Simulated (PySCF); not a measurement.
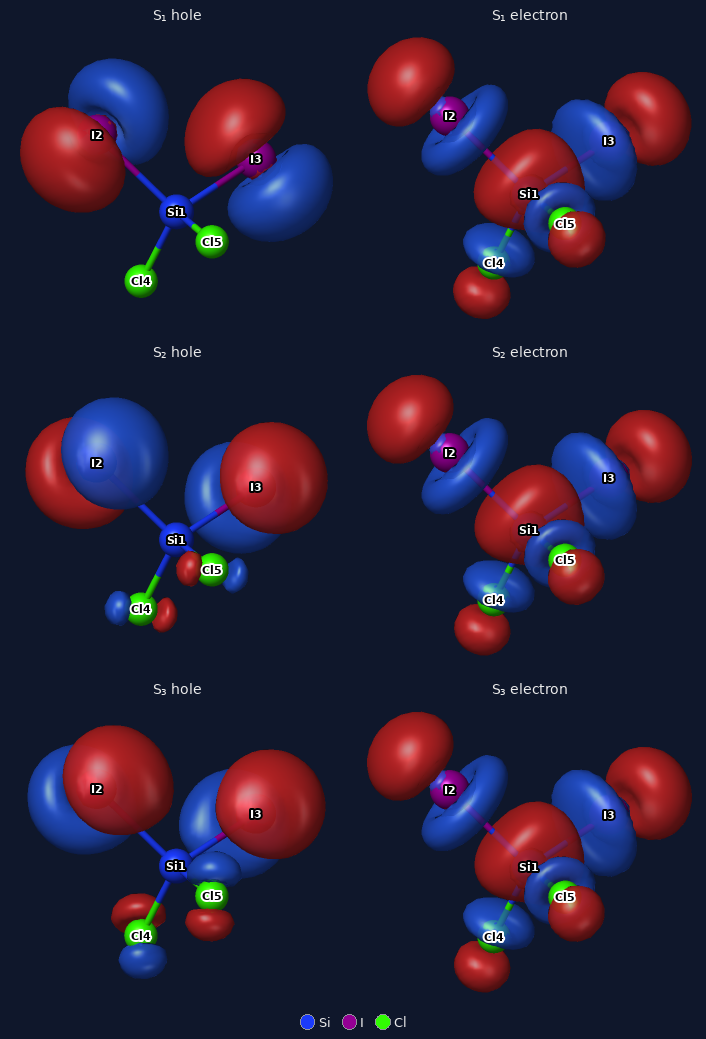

Figure 1: Cl2I2Si. Leading natural transition orbitals (TDA singlet states).

Method: B3LYP/def2-SVPD; geometry: GFN2-xTB; program: PySCF. Core potentials replace the inner electrons of I; spin–orbit coupling isn't included. No frequency check shows the geometry to be a minimum. GFN2-xTB bond lengths at metals and heavier atoms can be off by up to 0.1 Å and shapes distorted, which carries into these values.

> Give the energy and character of each state.

By state:
- S₁: 4.21 eV (295 nm), f = 0.014, partly diffuse acceptor orbital; the leading pair carries 99 %; hole on I2 and I3 (47 % each), electron on I2 and I3 (28 % each), Si1 (26 %) and Cl4 and Cl5 (9 % each) (atom shares of so diffuse an orbital are rough); their centroids lie 0.5 Å apart.
- S₂: 4.40 eV (282 nm), f = 0.000 (dark), partly diffuse acceptor orbital; the leading pair carries 99 %; hole on I2 and I3 (46 % each), electron on I2 and I3 (28 % each), Si1 (26 %) and Cl4 and Cl5 (9 % each) (atom shares of so diffuse an orbital are rough); their centroids lie 0.5 Å apart.
- S₃: 4.68 eV (265 nm), f = 0.005, partly diffuse acceptor orbital; the leading pair carries 99 %; hole on I2 and I3 (43 % each) and Si1 (5 %), electron on I2 and I3 (28 % each), Si1 (26 %) and Cl4 and Cl5 (9 % each) (atom shares of so diffuse an orbital are rough); their centroids lie 0.4 Å apart.
